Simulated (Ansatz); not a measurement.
Consider ClF2HOSi···SiH4···HF.

```csv
atom,x (Å),y (Å),z (Å)
Si,-1.1124,1.5651,-0.3364
Si,1.3091,-2.0313,-0.3907
F,-0.4467,0.9120,-1.6030
F,-2.0186,0.4631,0.3224
O,-1.9315,2.8938,-0.7068
H,0.5663,0.0916,2.1699
Cl,0.3257,2.0945,0.9827
H,1.9761,-0.7188,-0.1966
F,0.6782,-0.7451,2.5498
H,1.8639,-3.0268,0.5571
H,-0.1523,-1.8831,-0.1823
H,1.5548,-2.4861,-1.7846
H,-2.6126,2.8714,-1.3815
```

The product side of a reaction path; geometry: PBE0-D4/def2-TZVP.

These are results of RKS PBE0-D4/def2-TZVPP in Ansatz 0.2.0, not measurements.

What will maps of the electron density and electron localisation function show?

Answer. Si–F (1.57 Å): ρ at the midpoint is about 1.3 e/Å³; the ELF peaks at about 0.85 in the valence shell of F, 0.6 Å from its nucleus, and is about 0.50 at the midpoint.
Si–O (1.60 Å): ρ is about 1.3 e/Å³ halfway; the ELF peaks at about 0.85 between the atoms (a short, strongly polar bond).

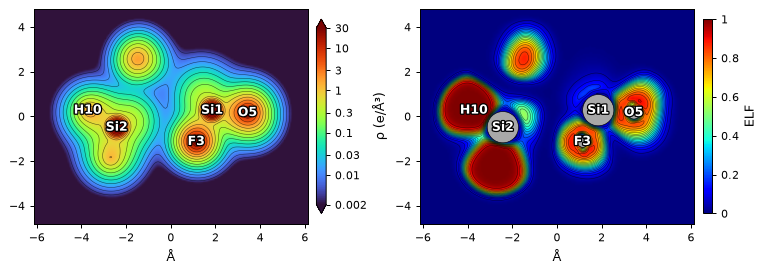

Computed electron density and electron localisation function on the plane of atoms F3, Si1 and O5, in this order. Grey discs cover the atomic cores in the ELF map. 
